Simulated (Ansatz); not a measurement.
Input file:

```
crystal:
  periodic: [false, false, false]
  atoms:
    - {symbol: Al, position_ang: [-1.519564, -0.159003, 0.137427]}
    - {symbol: C, position_ang: [1.266001, 0.291484, -0.155697]}
    - {symbol: H, position_ang: [-1.737558, 0.185758, -1.384900]}
    - {symbol: H, position_ang: [-1.556669, 0.889359, 1.313630]}
    - {symbol: H, position_ang: [0.795866, -0.657196, 0.133703]}
    - {symbol: Br, position_ang: [-1.551346, -2.357253, 0.712308]}
    - {symbol: H, position_ang: [1.911677, 0.604431, 0.662760]}
    - {symbol: H, position_ang: [0.549472, 1.092219, -0.357968]}
    - {symbol: H, position_ang: [1.842121, 0.110199, -1.061365]}
basis:
  gaussian: {orbitals: def2-TZVPP}
hamiltonian: {xc: pbe0, dispersion: d4}
output: {orbitals: {seedname: orbitals}}
```

Command:

```sh
ansatz run in.yaml --threads 4 --pin off --events-out ev --progress --plain --max-ram 9574MiB
```

The product side of a reaction path; geometry: PBE0-D4/def2-TZVP.

The calculation used Ansatz, RKS PBE0-D4/def2-TZVPP.

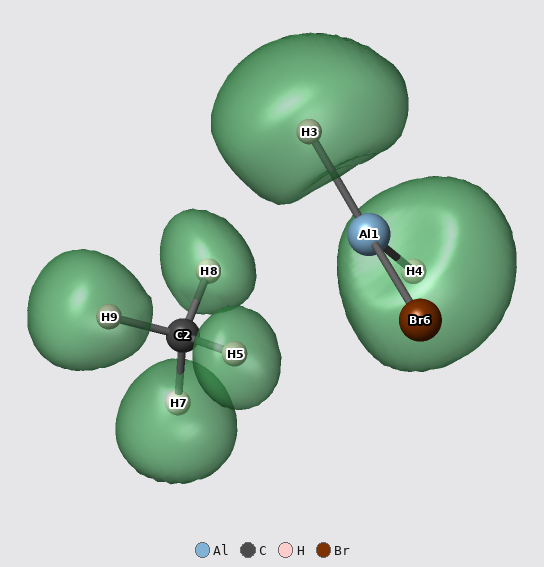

AlBrH$_{2}$···CH$_{4}$. Isosurface of the ELF at 0.9 (green), seen at an oblique angle. Core shells and regions of very low density are left out.

Question: Where are the electrons localised?

Answer: The ELF exceeds this value in six regions around hydrogen nuclei. Along the contacts the grid gives the following. Al1···H5 (2.37 Å): the ELF climbs to about 1 towards the hydrogen. Al–Br (2.27 Å): the ELF peaks at about 0.85 in the valence shell of Br, 1.1 Å from its nucleus, and is about 0.85 at the midpoint.
